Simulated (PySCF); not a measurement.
C4H6FNSi (SMILES N#C[SiH2]/C=C/CF)

Input

```
{"job": {"kind": "uv", "xc": "wB97X-D", "basis": "def2-SVPD", "nstates": 8, "ntriplets": 3}, "charge": 0, "multiplicity": 1}
N      3.527310     1.089404     1.388583
C      2.875804     0.543480     0.620820
Si     1.817690    -0.346426    -0.639261
C      0.066347     0.288520    -0.409207
C     -0.970380    -0.460874    -0.059916
C     -2.370068     0.037543     0.112098
F     -2.482575     1.377690    -0.152859
H      2.354033     0.018616    -1.952782
H      1.927955    -1.776930    -0.347328
H     -0.112642     1.343774    -0.580847
H     -0.869945    -1.520906     0.131533
H     -3.054432    -0.480404    -0.572634
H     -2.713487    -0.113000     1.143785
```

Launched as:

```sh
OMP_NUM_THREADS=1 python probes_run.py task.json out
```

Geometry: GFN2-xTB.

Theory: wB97X-D/def2-SVPD, SCF density, gas phase in PySCF.

> Predict the electron density and electron localisation function between the atoms.

C–C (1.33 Å): the density is about 2.3 e/Å³ at the midpoint; the ELF peaks at about 0.90 between the atoms (a short, multiple covalent bond).
C–F (1.37 Å): the density is about 2.1 e/Å³ at the midpoint, with its minimum of 1.6 e/Å³ about 0.5 Å from C; the ELF peaks at about 0.85 between the atoms (a polar covalent bond).
C–Si (1.88 Å): ρ is about 0.96 e/Å³ halfway; the ELF peaks at about 0.95 between the atoms (a shared electron pair).
C–H (1.08 Å): ρ at the midpoint is about 2 e/Å³; the ELF climbs to about 1 towards the hydrogen, as it does in any bond to H; an ordinary covalent bond to hydrogen.

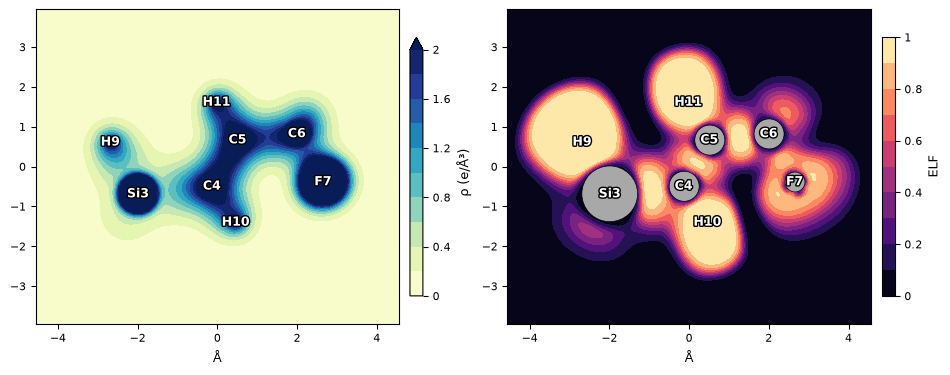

Computed electron density and electron localisation function on the plane of atoms C4, C5 and C6, in this order. Grey discs cover the atomic cores in the ELF map. 
